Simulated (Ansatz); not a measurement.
# Frequency calculation of GeNH5F

- system: GeNH5F, multiplicity 2
- method: UKS PBE0-D4/def2-mTZVP (Ansatz 0.2.0)

It belongs to a series of runs on one base structure; here: vibrations at the highest image of the band. Figures and captions count atoms from 1; the log counts them from 0 in places.

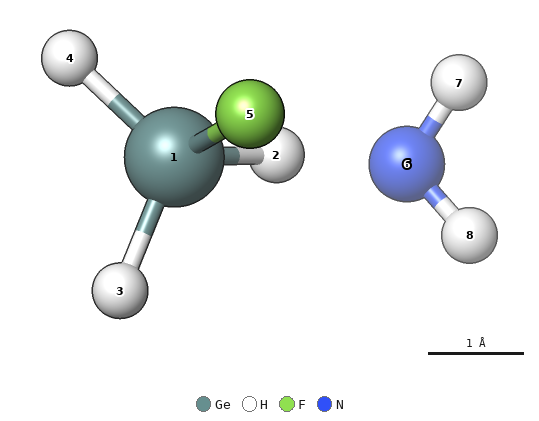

Fig. 1: The input geometry (ball-and-stick view, seen at a tilt; atoms are numbered from 1 in the order of the input). Sticks mark near contacts.

Input file
```yaml
crystal:
  periodic: [false, false, false]
  atoms:
    - { symbol: Ge, position_ang: [-0.032912, 0.115092, -0.166554] }
    - { symbol: H, position_ang: [-0.033947, 0.029188, 1.36477] }
    - { symbol: H, position_ang: [1.346309, 0.474155, -0.73691] }
    - { symbol: H, position_ang: [-1.140182, 1.02841, -0.70954] }
    - { symbol: F, position_ang: [-0.395704, -1.492531, -0.753748] }
    - { symbol: "N", position_ang: [0.075048, 0.303712, 3.748654] }
    - { symbol: H, position_ang: [-0.746498, -0.257747, 4.011429] }
    - { symbol: H, position_ang: [0.868185, -0.306379, 3.990102] }
magnetization:
  spin_polarized: true
  initial_magnetization: 1
basis:
  gaussian: { orbitals: def2-mTZVP }
hamiltonian:
  xc: pbe0
  dispersion: d4
phonons: {}
```

Hardware: 4 threads of AMD EPYC (Zen 3), 32 GiB of memory available, shared host.

Command:
```bash
ansatz run input.yaml --threads 4 --pin off --max-ram 5120MiB --backend cpu --events-out ev --progress --plain --runs-dir out
```

What the program printed
```
Engine: ansatz 0.2.0, x86_64-unknown-linux-gnu
Functional definition: PBE0
  parameter a = 0.25
  parameter kappa = 0.804
  parameter beta = 0.06672455060314922
  exchange = (1 - a)*pbe_x(kappa = kappa, mu = beta*pi^2/3) + a*exact_x
  correlation = pbe_c(beta = beta)
870 factors; integrals over basis functions are off by at most 6.0e-4 eV
mean field evaluation 1: about -60788.1490 eV, gradient 4.1e1 eV
mean field evaluation 2: about -60779.4583 eV, gradient 6.4e1 eV
mean field evaluation 4: about -60794.8314 eV, gradient 5.3e0 eV
mean field evaluation 8: about -60794.9330 eV, gradient 1.2e-1 eV
mean field evaluation 16: about -60794.9332 eV, gradient 3.8e-4 eV
mean field -60794.93315172 eV, -2234.1725850401 hartree, gradient 3.5e-5 eV, S^2 0.753522; 0 other end points of the search recorded, 0 dependent functions left out
the calculation of the forces begins
reference -60794.93317963 eV, -2234.1725860657 hartree; 27, 26 occupied and 62, 63 virtual orbitals, 870 factors
these checks for a lower state are left out or cut short: stability, starts, cluster_reference, orbital_swaps, neighbouring_geometries, increment
870 factors; integrals over basis functions are off by at most 6.0e-4 eV
mean field -60794.93307662 eV, -2234.1725822803 hartree, gradient 2.8e-6 eV, S^2 0.753522; 0 other end points of the search recorded, 0 dependent functions left out
[... from here on the field's lines of each further geometry are left out, up to the last ...]
the calculation of the forces begins
reference -60794.93317694 eV, -2234.1725859669 hartree; 27, 26 occupied and 62, 63 virtual orbitals, 870 factors
these checks for a lower state are left out or cut short: stability, starts, cluster_reference, orbital_swaps, neighbouring_geometries, increment
870 factors; integrals over basis functions are off by at most 6.0e-4 eV
mean field -60794.93313844 eV, -2234.1725845520 hartree, gradient 1.6e-6 eV, S^2 0.753520; 0 other end points of the search recorded, 0 dependent functions left out
the calculation of the forces begins
reference -60794.93316635 eV, -2234.1725855776 hartree; 27, 26 occupied and 62, 63 virtual orbitals, 870 factors
WARN: phonons: modes at or below zero, which the zero-point energy, F, S and C_V leave out: 1, the lowest at -32.41 cm⁻¹. A minimum has none, and a first-order saddle one
Total energy: -60794.99828507 eV, -2234.1749786466 hartree
Atom 0 at    -0.032912     0.115092    -0.166554 Å, force     0.006863     0.014794     0.001972 eV/Å
Atom 1 at    -0.033947     0.029188     1.364770 Å, force    -0.000041     0.001104     0.010606 eV/Å
Atom 2 at     1.346309     0.474155    -0.736910 Å, force    -0.003683     0.001729    -0.002708 eV/Å
Atom 3 at    -1.140182     1.028410    -0.709540 Å, force     0.001383    -0.001624    -0.002380 eV/Å
Atom 4 at    -0.395704    -1.492531    -0.753748 Å, force    -0.004008    -0.015300    -0.007504 eV/Å
Atom 5 at     0.075048     0.303712     3.748654 Å, force     0.005527     0.002394    -0.001734 eV/Å
Atom 6 at    -0.746498    -0.257747     4.011429 Å, force     0.010931    -0.002048     0.001609 eV/Å
Atom 7 at     0.868185    -0.306379     3.990102 Å, force    -0.016971    -0.001050     0.000140 eV/Å
Dipole moment:     0.089493     0.055607     0.375535 e Å
Vibrations: -32.41 48.97 51.68 74.20 173.70 192.43 630.31 639.83 686.55 875.90 877.84 881.18 1579.85 2165.93 2186.49 2191.23 3372.92 3473.32 cm⁻¹, zero-point energy 1.246185 eV
```

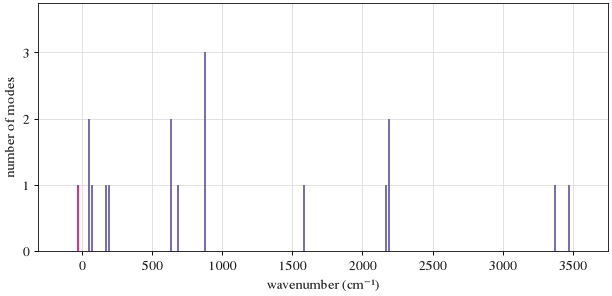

Fig. 2: Harmonic vibrational wavenumbers from the force constants; neighbouring modes closer than 16 cm⁻¹ are counted in one stick, and imaginary ones are drawn at negative wavenumbers. 18 modes from 32i to 3473 cm⁻¹, 1 imaginary beyond 8i (32i cm⁻¹): not a clean minimum; so soft a mode can be a shallow saddle, an incomplete relaxation or noise of the force constants.

Results in brief

```csv
quantity,value
outcome,converged
total energy,−60794.9983 eV
mean-field energy,−60794.9332 eV
⟨S²⟩,0.754
largest force (length of the vector),0.018 eV/Å
wall time,76 s (CPU time 4.4 min)
peak memory,0.23 GiB
```
